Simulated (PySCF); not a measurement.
C3H8NSi2 (charge −1)

The calculation's input:

```
{"job": {"kind": "uv", "xc": "wB97X-D", "basis": "def2-SVPD", "nstates": 8, "ntriplets": 3}, "charge": -1, "multiplicity": 1}
C     -1.993660     2.094754    -0.332080
C     -1.367131     1.070420    -0.265309
Si    -0.296784    -0.473772    -0.093918
C     -1.451620    -1.671416     0.846133
N      1.156409    -0.347796     0.708289
Si     2.566019     0.538460     0.561269
H     -2.551950     2.989486    -0.397460
H     -0.321148    -0.955568    -1.519637
H     -1.611802    -1.341710     1.868698
H     -1.022850    -2.669254     0.887458
H     -2.425921    -1.748965     0.366366
H      3.255156     0.540371    -0.768092
H      2.496320     1.995361     0.887123
H      3.568285    -0.020845     1.509020
```

Launched as:

```sh
OMP_NUM_THREADS=1 python probes_run.py task.json out
```

Geometry: GFN2-xTB.

All numbers below come from PySCF 2.14.0, wB97X-D/def2-SVPD, SCF density, gas phase.

**What will maps of the electron density and electron localisation function show?**

Si–N (1.66 Å): ρ is about 1.2 e/Å³ halfway; the ELF peaks at about 0.85 between the atoms, as expected for a polar covalent bond.
C–Si (1.91 Å): the density is about 0.91 e/Å³ at the midpoint; the ELF peaks at about 1 between the atoms, as expected for a covalent bond.

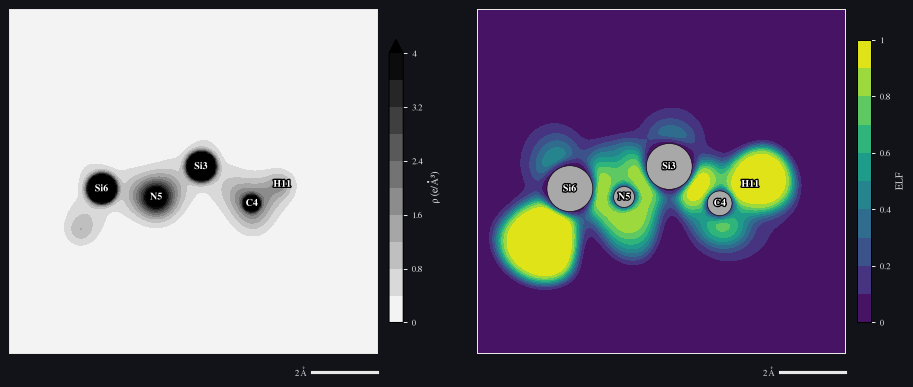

Computed electron density and electron localisation function on the plane of atoms Si3, N5 and Si6, in this order. Grey discs cover the atomic cores in the ELF map. 
